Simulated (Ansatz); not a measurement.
Geometry relaxation, with input and output: AlPH₆

AlPH₆, computed with RKS PBE-D4/def2-SVP (Ansatz 0.2.0).

The input holds or restrains some coordinates. Forces given for the steps count only the free coordinates. It belongs to a series of runs on one base structure; here: pulled along the bonds that form and break, towards end A. Figures and captions count atoms from 1; the log counts them from 0 in places.

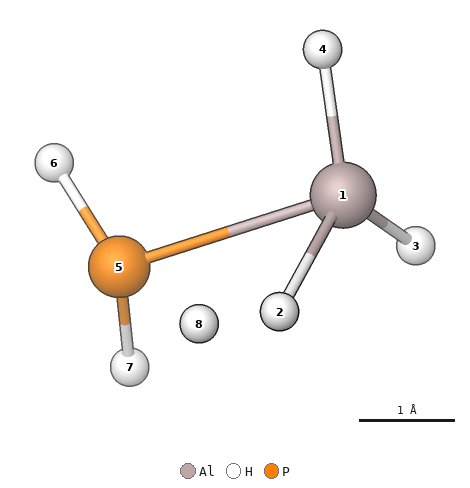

Fig. 1: The structure as given in the input (ball-and-stick view, seen at an oblique angle; atoms are numbered from 1 in the order of the input). Sticks mark near contacts.

Input file
```yaml
crystal:
  periodic: [false, false, false]
  atoms:
    - { symbol: Al, position_ang: [0.0, 0.0, 0.0] }
    - { symbol: H, position_ang: [0.0, 0.0, 1.91] }
    - { symbol: H, position_ang: [1.351, 0.0, -0.78] }
    - { symbol: H, position_ang: [-1.351, 0.0, -0.78] }
    - { symbol: P, position_ang: [0.1078, -2.446, 0.8135] }
    - { symbol: H, position_ang: [-0.6605, -3.268, -0.0528] }
    - { symbol: H, position_ang: [1.4574, -2.8876, 0.8103] }
    - { symbol: H, position_ang: [0.043, -0.9763, 1.965] }
basis:
  gaussian: { orbitals: def2-SVP }
hamiltonian:
  xc: pbe
  dispersion: d4
relax:
  f_tol: 0.15
  max_steps: 25
  restrain:
    - { distance: [0, 4], at: 3.48, k: 30.0 }
    - { distance: [7, 1], at: 1.86, k: 30.0 }
    - { distance: [0, 1], at: 1.56, k: 30.0 }
    - { distance: [7, 4], at: 1.42, k: 30.0 }
output:
  orbitals: {}
```

Launch command:
```bash
ansatz run input.yaml --threads 1 --pin off --max-ram 2048MiB --backend cpu --events-out ev --progress --plain --runs-dir out
```

The program's output
```
The last accepted step is kept in [file] (removed where the run ends without a failure and the disk answers)
Engine: ansatz 0.2.0, aarch64-unknown-linux-gnu
Functional definition: PBE
  parameter kappa = 0.804
  parameter beta = 0.06672455060314922
  exchange = pbe_x(kappa = kappa, mu = beta*pi^2/3)
  correlation = pbe_c(beta = beta)
748 factors; their error is unknown
mean field evaluation 1: about -15965.4050 eV, gradient 1.9e1 eV
mean field evaluation 2: about -15964.5284 eV, gradient 2.4e1 eV
mean field evaluation 4: about -15966.9839 eV, gradient 1.8e0 eV
mean field evaluation 8: about -15966.9990 eV, gradient 7.6e-2 eV
mean field evaluation 16: about -15966.9743 eV, gradient 5.7e-5 eV
mean field -15966.97434809 eV, -586.7754844884 hartree, gradient 5.7e-5 eV, S^2 0.000000; 0 other end points of the search recorded, 0 dependent functions left out
the calculation of the forces begins
reference -15966.97438524 eV, -586.7754858535 hartree; 17, 17 occupied and 49, 49 virtual orbitals, 748 factors
relax step   1: F+E_penalty+E_count = -15967.11387103 eV  Δ(F+E_penalty+E_count) = +0.000e0 eV  max|allowed force component| = 2.324e0 eV/Å  E_restraint = 28.64905256 eV  max|allowed force component, restraints' pulls added| = 3.660e1 eV/Å  Δτ_max = 0.0000 Å  (25 SCF iters, accepted)
  distance Al 0 - P 4 = 2.5800 Å
  distance H 7 - H 1 = 0.9788 Å
  distance Al 0 - H 1 = 1.9100 Å
  distance H 7 - P 4 = 1.8682 Å
these checks for a lower state are left out or cut short: starts, cluster_reference, orbital_swaps, neighbouring_geometries, increment
748 factors; their error is unknown
mean field -15966.70728687 eV, -586.7656701695 hartree, gradient 9.7e-6 eV, S^2 0.000000; 0 other end points of the search recorded, 0 dependent functions left out
the calculation of the forces begins
reference -15966.70732435 eV, -586.7656715467 hartree; 17, 17 occupied and 49, 49 virtual orbitals, 748 factors
relax step   2: F+E_penalty+E_count = -15966.83987929 eV  Δ(F+E_penalty+E_count) = +2.740e-1 eV  max|allowed force component| = 1.838e0 eV/Å  E_restraint = 13.03262309 eV  max|allowed force component, restraints' pulls added| = 2.391e1 eV/Å  Δτ_max = 0.1950 Å  (32 SCF iters, accepted)
  distance Al 0 - P 4 = 2.8349 Å
  distance H 7 - H 1 = 1.3051 Å
  distance Al 0 - H 1 = 1.8146 Å
  distance H 7 - P 4 = 1.7028 Å
these checks for a lower state are left out or cut short: starts, cluster_reference, orbital_swaps, neighbouring_geometries, increment
748 factors; their error is unknown
mean field evaluation 32: about -15966.9261 eV, gradient 2.6e-5 eV
mean field -15966.92606327 eV, -586.7737100541 hartree, gradient 2.6e-5 eV, S^2 0.000000; 0 other end points of the search recorded, 0 dependent functions left out
the calculation of the forces begins
reference -15966.92610090 eV, -586.7737114367 hartree; 17, 17 occupied and 49, 49 virtual orbitals, 748 factors
relax step   3: F+E_penalty+E_count = -15967.05279109 eV  Δ(F+E_penalty+E_count) = -2.129e-1 eV  max|allowed force component| = 1.632e0 eV/Å  E_restraint = 3.57179372 eV  max|allowed force component, restraints' pulls added| = 1.105e1 eV/Å  Δτ_max = 0.1949 Å  (29 SCF iters, accepted)
  distance Al 0 - P 4 = 3.0964 Å
  distance H 7 - H 1 = 1.6240 Å
  distance Al 0 - H 1 = 1.6984 Å
  distance H 7 - P 4 = 1.5472 Å
these checks for a lower state are left out or cut short: starts, cluster_reference, orbital_swaps, neighbouring_geometries, increment
748 factors; their error is unknown
mean field -15967.44752325 eV, -586.7928733547 hartree, gradient 1.7e-5 eV, S^2 0.000000; 0 other end points of the search recorded, 0 dependent functions left out
the calculation of the forces begins
reference -15967.44756089 eV, -586.7928747380 hartree; 17, 17 occupied and 49, 49 virtual orbitals, 748 factors
relax step   4: F+E_penalty+E_count = -15967.56907441 eV  Δ(F+E_penalty+E_count) = -5.163e-1 eV  max|allowed force component| = 1.542e0 eV/Å  E_restraint = 0.27880183 eV  max|allowed force component, restraints' pulls added| = 3.723e0 eV/Å  Δτ_max = 0.1946 Å  (28 SCF iters, accepted)
  distance Al 0 - P 4 = 3.3611 Å
  distance H 7 - H 1 = 1.8326 Å
  distance Al 0 - H 1 = 1.6015 Å
  distance H 7 - P 4 = 1.4644 Å
these checks for a lower state are left out or cut short: starts, cluster_reference, orbital_swaps, neighbouring_geometries, increment
748 factors; their error is unknown
mean field -15968.12697115 eV, -586.8178426044 hartree, gradient 5.9e-6 eV, S^2 0.000000; 0 other end points of the search recorded, 0 dependent functions left out
the calculation of the forces begins
reference -15968.12700858 eV, -586.8178439800 hartree; 17, 17 occupied and 49, 49 virtual orbitals, 748 factors
relax step   5: F+E_penalty+E_count = -15968.24676815 eV  Δ(F+E_penalty+E_count) = -6.777e-1 eV  max|allowed force component| = 9.795e-1 eV/Å  E_restraint = 0.05364013 eV  max|allowed force component, restraints' pulls added| = 1.223e0 eV/Å  Δτ_max = 0.1947 Å  (25 SCF iters, accepted)
  distance Al 0 - P 4 = 3.4734 Å
  distance H 7 - H 1 = 1.8801 Å
  distance Al 0 - H 1 = 1.5793 Å
  distance H 7 - P 4 = 1.4725 Å
these checks for a lower state are left out or cut short: starts, cluster_reference, orbital_swaps, neighbouring_geometries, increment
748 factors; their error is unknown
mean field -15968.34958384 eV, -586.8260234701 hartree, gradient 2.7e-5 eV, S^2 0.000000; 0 other end points of the search recorded, 0 dependent functions left out
the calculation of the forces begins
reference -15968.34962169 eV, -586.8260248610 hartree; 17, 17 occupied and 49, 49 virtual orbitals, 748 factors
relax step   6: F+E_penalty+E_count = -15968.46834979 eV  Δ(F+E_penalty+E_count) = -2.216e-1 eV  max|allowed force component| = 4.631e-1 eV/Å  E_restraint = 0.01308598 eV  max|allowed force component, restraints' pulls added| = 2.358e-1 eV/Å  Δτ_max = 0.1999 Å  (23 SCF iters, accepted)
  distance Al 0 - P 4 = 3.4677 Å
  distance H 7 - H 1 = 1.8738 Å
  distance Al 0 - H 1 = 1.5730 Å
  distance H 7 - P 4 = 1.4390 Å
these checks for a lower state are left out or cut short: starts, cluster_reference, orbital_swaps, neighbouring_geometries, increment
748 factors; their error is unknown
mean field -15968.35257270 eV, -586.8261333085 hartree, gradient 2.4e-5 eV, S^2 0.000000; 0 other end points of the search recorded, 0 dependent functions left out
the calculation of the forces begins
reference -15968.35261059 eV, -586.8261347011 hartree; 17, 17 occupied and 49, 49 virtual orbitals, 748 factors
relax step   7: F+E_penalty+E_count = -15968.47189956 eV  Δ(F+E_penalty+E_count) = -3.550e-3 eV  max|allowed force component| = 3.817e-1 eV/Å  E_restraint = 0.01087247 eV  max|allowed force component, restraints' pulls added| = 2.307e-2 eV/Å  Δτ_max = 0.0667 Å  (23 SCF iters, accepted)
  distance Al 0 - P 4 = 3.4723 Å
  distance H 7 - H 1 = 1.8718 Å
  distance Al 0 - H 1 = 1.5731 Å
  distance H 7 - P 4 = 1.4388 Å
748 factors; their error is unknown
mean field evaluation 64: about -15968.3526 eV, gradient 2.3e-5 eV
```

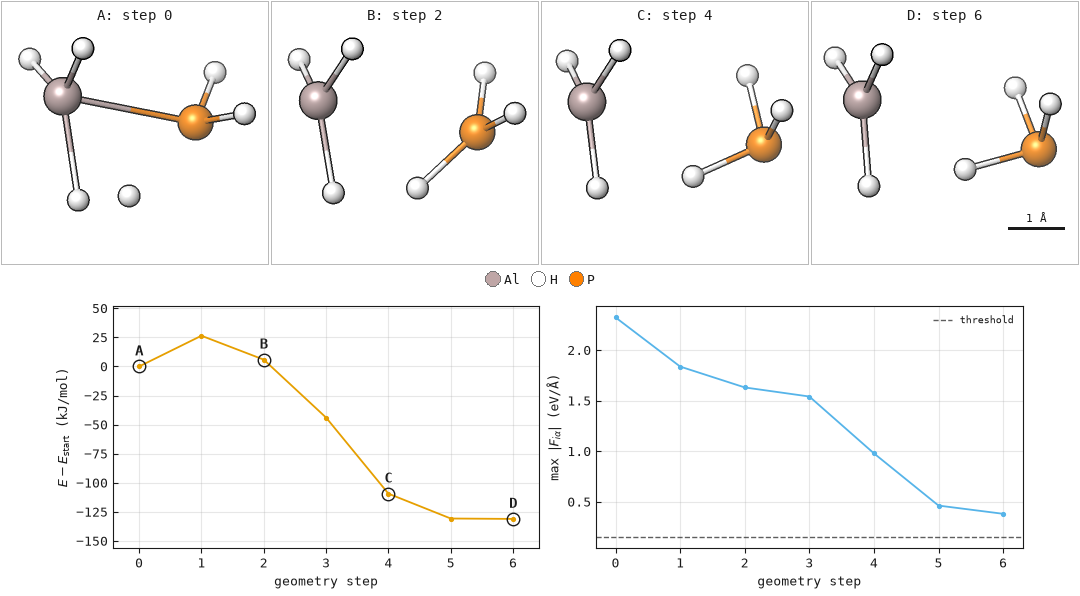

Fig. 2: Frames of the restrained relaxation (ball-and-stick view, seen at a tilt) above the curves, on which the letters mark them (the first geometry is step 0 here and step 1 in the log).

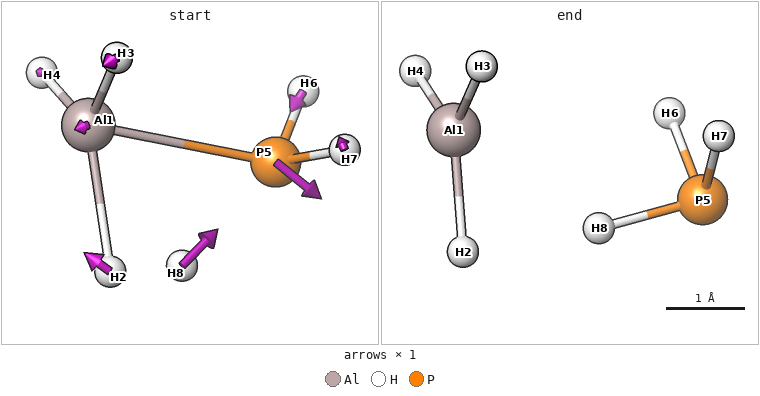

Fig. 3: Before (left) and after (right) the restrained relaxation, at one scale (ball-and-stick view, seen at a tilt). The pink arrows give the displacements, at true length. Over 6 geometry steps the energy falls by 131.0 kJ/mol. Largest force component: 2.3 eV/Å at the start, 0.38 eV/Å at the end. The atom that moves furthest after the best rigid fit is P5 (0.78 Å). Largest moves by element: P 0.78 Å, H 0.72 Å, Al 0.22 Å. Among the contacts that change: Al1–P5 2.580 → 3.472 Å, P5–H8 1.868 → 1.439 Å, Al1–H2 1.910 → 1.573 Å, Al1–H3 1.560 → 1.600 Å. New bonds form: P5–H8 (1.87 → 1.44 Å). Bonds break: Al1–P5 (2.58 → 3.47 Å). Among the angles that change: H6–P5–H7 109.4° → 93.3°. (Atoms are counted from 1 in the order of the input.)

```
mean field -15968.35257270 eV, -586.8261333085 hartree, gradient 2.3e-5 eV, S^2 0.000000; 1 other end points of the search recorded, 0 dependent functions left out
the calculation of the forces begins
reference -15968.35261059 eV, -586.8261347011 hartree; 17, 17 occupied and 49, 49 virtual orbitals, 748 factors
Total energy: -15968.47193745 eV, -586.8305198824 hartree
Atom 0 at     0.007261     0.211111     0.030430 Å, force     0.031454    -0.232217    -0.315071 eV/Å
Atom 1 at    -0.071269     0.309942     1.598472 Å, force    -0.038496     0.379727     0.381707 eV/Å
Atom 2 at     1.430132     0.246610    -0.699710 Å, force     0.018431     0.006995     0.010979 eV/Å
Atom 3 at    -1.341244     0.087375    -0.821799 Å, force    -0.016183    -0.002250     0.007306 eV/Å
Atom 4 at     0.168087    -2.980834     1.387804 Å, force     0.047307    -0.367714    -0.141410 eV/Å
Atom 5 at    -0.657599    -3.030536     0.206857 Å, force     0.001721     0.009860    -0.001694 eV/Å
Atom 6 at     1.388232    -2.862620     0.629935 Å, force    -0.011517     0.010736    -0.005439 eV/Å
Atom 7 at     0.024100    -1.558947     1.554012 Å, force    -0.032716     0.194863     0.063622 eV/Å
Dipole moment:     0.028101    -0.043317    -0.031833 e Å
```

Trajectory as extended XYZ (Å, eV, eV/Å), 7 frames, from step=1 to step=7
```
8
Properties=species:S:1:pos:R:3:forces:R:3 step=1 energy=-15967.11387
Al    0.0000    0.0000    0.0000    0.4364  -2.3239   0.3350
H     0.0000    0.0000    1.9100    0.1482   0.1897  -0.0135
H     1.3510    0.0000   -0.7800    0.6525   0.8335   0.0442
H    -1.3510    0.0000   -0.7800   -0.7134   0.5357   0.2109
P     0.1078   -2.4460    0.8135   -0.2408   1.0370   0.5167
H    -0.6605   -3.2680   -0.0528    0.1497  -0.3728  -0.0200
H     1.4574   -2.8876    0.8103    0.0542  -0.2446  -0.4127
H     0.0430   -0.9763    1.9650   -0.4870   0.3454  -0.6604
8
Properties=species:S:1:pos:R:3:forces:R:3 step=2 energy=-15966.83988
Al   -0.0026    0.1431    0.0166    0.3756  -1.8379   1.0275
H    -0.0045    0.1354    1.8311    0.0786   0.1924  -0.6127
H     1.3554    0.0095   -0.7783    0.3827   0.5389   0.1106
H    -1.3566    0.0066   -0.7770   -0.4828   0.3192   0.1899
P     0.1039   -2.5424    0.9185    0.0151   1.1602   0.8442
H    -0.6579   -3.2716   -0.0511    0.0384   0.2103   0.2664
H     1.4632   -2.8927    0.8071    0.1772  -0.1317  -0.3241
H     0.0468   -1.1658    1.9191   -0.5847  -0.4514  -1.5019
8
Properties=species:S:1:pos:R:3:forces:R:3 step=3 energy=-15967.05279
Al   -0.0040    0.2908    0.0421    0.2378  -1.4779   0.6005
H    -0.0073    0.2631    1.7403    0.0092   0.6282  -0.6310
H     1.3562    0.0136   -0.7749    0.0574   0.4539   0.1887
H    -1.3590    0.0084   -0.7733   -0.1334   0.3001   0.2167
P     0.1094   -2.6448    1.0205   -0.1023  -0.1561   1.3262
H    -0.6590   -3.2608   -0.0435    0.1680   0.9765   0.3440
H     1.4698   -2.8932    0.8029    0.3029   0.0915  -0.4136
H     0.0416   -1.3548    1.8720   -0.5395  -0.8163  -1.6315
8
Properties=species:S:1:pos:R:3:forces:R:3 step=4 energy=-15967.56907
Al   -0.0046    0.3867    0.0568    0.1120  -1.4777  -0.3678
H    -0.0057    0.3457    1.6577   -0.0074   0.6591   0.1058
H     1.3520    0.0282   -0.7671   -0.0765   0.4706   0.2139
H    -1.3566    0.0185   -0.7660    0.0405   0.3959   0.2230
P     0.1124   -2.7891    1.1510   -0.1658  -1.5416   1.0915
H    -0.6520   -3.2060   -0.0342    0.4476   1.2563   0.4094
H     1.4784   -2.8811    0.7849    0.0221   0.3020  -0.4415
H     0.0238   -1.4809    1.8030   -0.3724  -0.0646  -1.2343
8
Properties=species:S:1:pos:R:3:forces:R:3 step=5 energy=-15968.24677
Al   -0.0014    0.3192    0.0558    0.0073  -0.9795  -0.3824
H    -0.0040    0.3712    1.6342   -0.0026   0.5300   0.3144
H     1.3580    0.0613   -0.7571    0.0633   0.2751   0.0810
H    -1.3625    0.0467   -0.7543   -0.0427   0.2521   0.0986
P     0.1130   -2.9254    1.2900   -0.0866  -0.6112  -0.1420
H    -0.6115   -3.0959   -0.0078    0.5403   0.7132   0.8100
H     1.4550   -2.8466    0.7509   -0.3040   0.1303  -0.0821
H     0.0011   -1.5084    1.6744   -0.1750  -0.3099  -0.6975
8
Properties=species:S:1:pos:R:3:forces:R:3 step=6 energy=-15968.46835
Al    0.0017    0.2164    0.0363    0.0373  -0.1810  -0.3523
H    -0.0536    0.3217    1.6048   -0.0313   0.3633   0.3846
H     1.4090    0.2516   -0.7229    0.0352  -0.0099   0.0285
H    -1.3533    0.1277   -0.8088   -0.0377  -0.0240   0.0253
P     0.1516   -2.9748    1.3848    0.0629  -0.4631   0.0154
H    -0.6316   -3.0712    0.1818   -0.0080   0.0749  -0.0526
H     1.4057   -2.9002    0.6821   -0.0139   0.0454  -0.0398
H     0.0181   -1.5492    1.5279   -0.0446   0.1944  -0.0091
8
Properties=species:S:1:pos:R:3:forces:R:3 step=7 energy=-15968.47190
Al    0.0073    0.2111    0.0304    0.0315  -0.2322  -0.3151
H    -0.0713    0.3099    1.5985   -0.0385   0.3797   0.3817
H     1.4301    0.2466   -0.6997    0.0184   0.0070   0.0110
H    -1.3412    0.0874   -0.8218   -0.0162  -0.0022   0.0073
P     0.1681   -2.9808    1.3878    0.0473  -0.3677  -0.1414
H    -0.6576   -3.0305    0.2069    0.0017   0.0099  -0.0017
H     1.3882   -2.8626    0.6299   -0.0115   0.0107  -0.0054
H     0.0241   -1.5589    1.5540   -0.0327   0.1949   0.0636
```

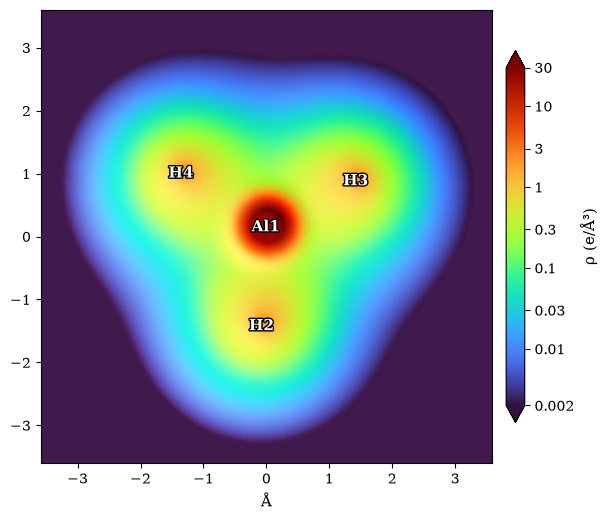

Fig. 4: Total electron density on the plane of atoms H3, Al1 and H4. The section cuts through Al and H sites. Al–H (1.57 Å): ρ at the midpoint is about 0.55 e/Å³.

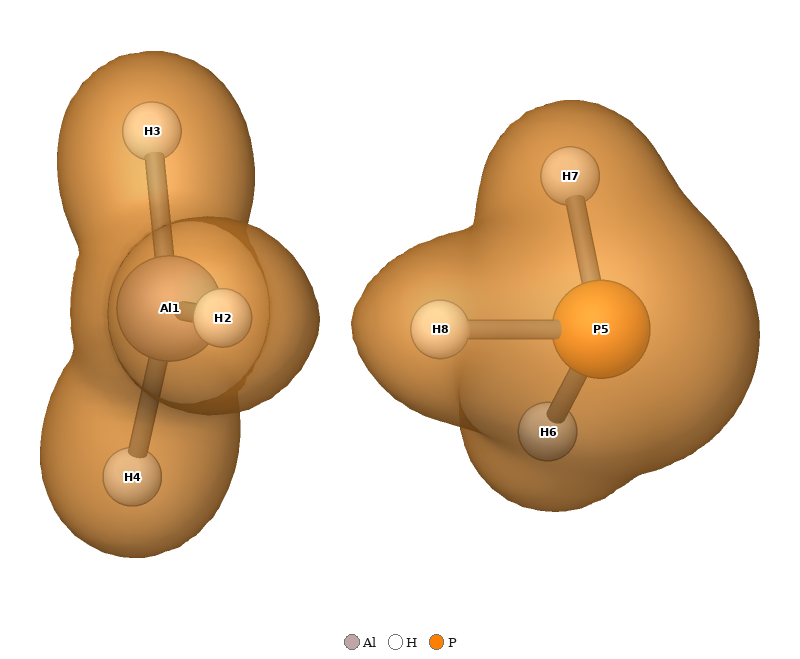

Fig. 5: Isosurface of the electron density at 0.2 e/Å³ (orange), seen at a tilt. At this value the surface falls into two separate pieces. It is pinched off along the Al···H (2.34 Å) contacts. On the grid the lowest density along these lines, outside the cores, is 0.14 e/Å³ (Al···H, 2.34 Å), 1 e/Å³ (P–H, 1.44 Å) and 0.55 e/Å³ (Al–H, 1.57 Å).

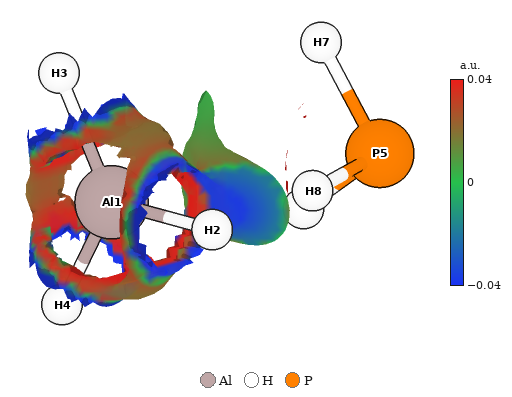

Fig. 6: Non-covalent interaction (NCI) plot: the surface where the reduced density gradient is 0.6, for densities under 0.05 a.u., coloured by sign(λ₂)ρ; seen at a tilt.

Summary

```csv
quantity,value
outcome,converged under the restraints of the input
total energy,−15968.4719 eV
mean-field energy,−15968.3526 eV
"largest force (length of the vector) at the end, held atoms and coordinates included",0.540 eV/Å
hardware,"1 thread of Arm Neoverse V1, 24 GiB of memory available, shared host"
wall time,12 s
peak memory,0.11 GiB
```
